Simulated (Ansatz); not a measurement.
# CH$_{3}$BF$_{2}$Ga (SMILES FB(F)[CH2][GaH+]) (charge +1): what the fields show

```
atom    x (Å)    y (Å)    z (Å)
   C   1.3030  -0.4557  -0.2028
   B  -0.0916   0.2936  -0.3103
   F  -0.5199   0.8818  -1.3828
   F  -0.8437   0.2964   0.7951
  Ga   1.3822  -1.1184   1.6057
   H   1.3841  -1.2935  -0.9192
   H   2.1567   0.2183  -0.3994
   H   1.3885  -1.6222   3.0600
```

Geometry: B3LYP-D3(BJ)/def2-SVP.

These are results of isolated molecule in a Gaussian basis; Kohn-Sham density functional theory, functional PBE0 in Ansatz 0.2.0, not measurements.

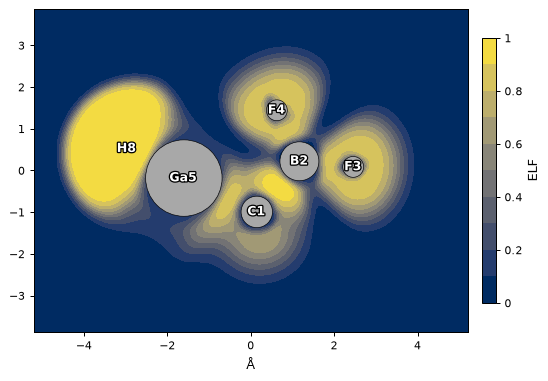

Figure 1. ELF on the plane of atoms F3, B2 and F4. Grey discs cover the atomic cores.

What do the fields say about this system?

- The plane passes through C, B, F, Ga and H nuclei.
- B–F (1.30 Å): the ELF peaks at about 0.85 between the atoms; a polar covalent bond.
- C–B (1.59 Å): the ELF peaks at about 1 between the atoms, as expected for a shared electron pair.
- C–Ga (1.93 Å): the ELF peaks at about 0.90 in the valence shell of C, 0.7 Å from its nucleus, and is about 0.55 at the midpoint.
- B–F (1.34 Å): the ELF peaks at about 0.85 between the atoms, as expected for a shared but strongly polarised pair.
- Ga–H (1.54 Å): the ELF climbs to about 1 towards the hydrogen.
- The ELF also peaks beside F3 and F4, away from the bonds: lone-pair regions.

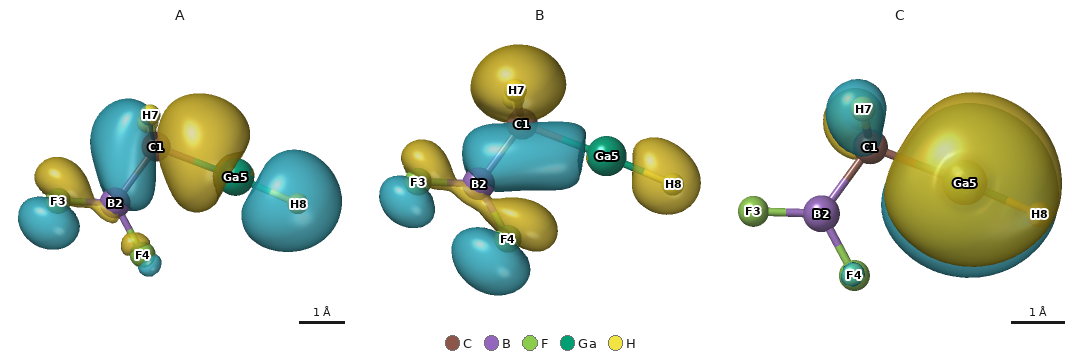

Figure 2. Three frontier orbitals at ±0.08 Å⁻³ᐟ² (yellow and cyan are the two phases), in no order.

Which picture is the HOMO−1, the HOMO and the LUMO?

B is the HOMO−1 (−15.82 eV). Its weight (Hirshfeld) is mainly on C1 (about 35 %), F4 (about 25 %), B2 (about 10 %), Ga5 (about 5 %), F3 (about 5 %), H6 (about 5 %) and H7 (about 5 %). A is the HOMO (−14.96 eV). It lies mainly on C1 (about 35 %), Ga5 (about 25 %), H8 (about 15 %), F3 (about 10 %) and B2 (about 10 %). C is the LUMO (−7.47 eV). Its weight (Hirshfeld) is mainly on Ga5 (about 80 %) and C1 (about 5 %).

What is the HOMO–LUMO gap?

7.49 eV between the orbital energies.
